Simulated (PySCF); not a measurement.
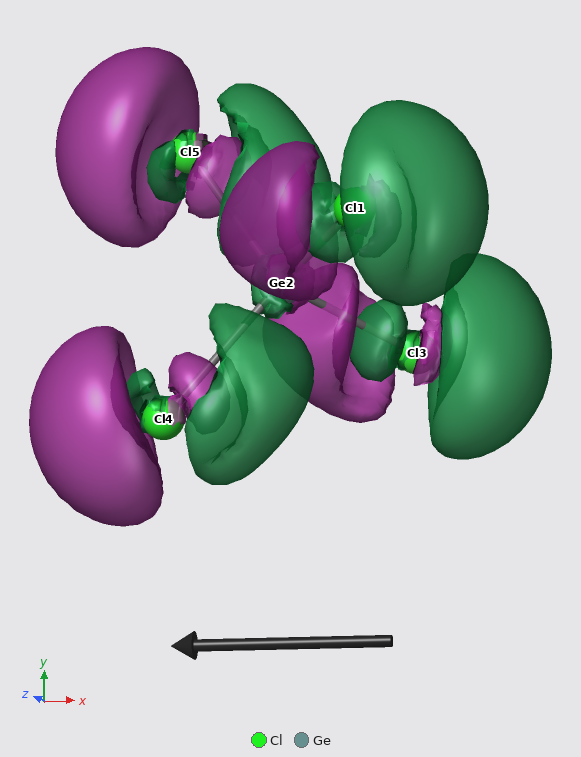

Cl₄Ge, SMILES `Cl[Ge](Cl)(Cl)Cl`. Change of the electron density in a uniform field of 0.21 V/Å along −x (arrow), surfaces at ±0.0015 e/Å³ (green: gain, purple: loss).

Computed with PySCF, PBE/def2-TZVP, geometry: GFN2-xTB. No frequency check shows the geometry to be a minimum. A basis without diffuse functions makes polarisabilities too small. GFN2-xTB bond lengths at metals and heavier atoms can be off by up to 0.1 Å and shapes distorted, which carries into these values.

The calculation's input:

```python
import numpy as np
from pyscf import gto, scf, dft
from pyscf.scf import atom_ks, atom_hf
from scipy.linalg import block_diag

def solve(mol, dm0=None, hcore=None):
    mf = (dft.UKS if mol.spin else dft.RKS)(mol, xc='pbe')
    mf.grids.level = 3
    mf = mf.density_fit(auxbasis='def2-universal-jkfit')
    mf.conv_tol, mf.max_cycle = 1e-8, 80
    if hcore is not None:
        mf.get_hcore = lambda *args: hcore
    mf.kernel(dm0)
    if not mf.converged:
        mf = mf.newton().run(mf.mo_coeff, mf.mo_occ, max_cycle=30)
    assert mf.converged, 'SCF not converged'
    return mf

mol = gto.M(atom='''
Cl     1.22826     0.67457     1.60045
Ge    -0.00022     0.00027     0.00032
Cl     1.22873    -0.67433    -1.60059
Cl    -1.22801    -1.60119     0.67410
Cl    -1.22857     1.60045    -0.67456
''', basis='def2-tzvp', charge=0, spin=0, verbose=4)
field = np.array([0.004, 0.0, 0.0])  # atomic units
mol.set_common_orig(mol.atom_charges() @ mol.atom_coords() / mol.atom_charges().sum())
mf = solve(mol)
out = dict(dm0=mf.make_rdm1(), d0=mf.dip_moment(unit='AU'), e0=mf.e_tot)
for name, sign in (('p', 1), ('m', -1)):
    h = mf.get_hcore() + sign * np.einsum('x,xij->ij', field, mol.intor('int1e_r'))
    mi = solve(mol, mf.make_rdm1(), h)
    out.update({'dm' + name: mi.make_rdm1(), 'd' + name: mi.dip_moment(unit='AU'), 'e' + name: mi.e_tot})
# spherically averaged free atoms, for the promolecule
atm = atom_ks.get_atm_nrks(mol, xc='pbe')
pro = block_diag(*[(atm[a[0]][2] * atm[a[0]][3]) @ atm[a[0]][2].T for a in mol._atom])
np.savez('result.npz', pro=pro, **out)
```

Launched as:

```sh
OMP_NUM_THREADS=1 python input.py
```

The run took 74 s on 1 thread of AMD EPYC 7R43 64-Core Processor (Zen 3), with other jobs on the host, peak memory 0.67 GiB.

Partitions, critical points and surface values were worked out afterwards from this run's density.

The field was applied in both directions; the picture shows the one opposite to the script's first.

Q: How large is the response?

A: The induced dipole is 0.78 D (along the field); α along this axis, from the fields in both directions, is 77 bohr³ (11.4 Å³).
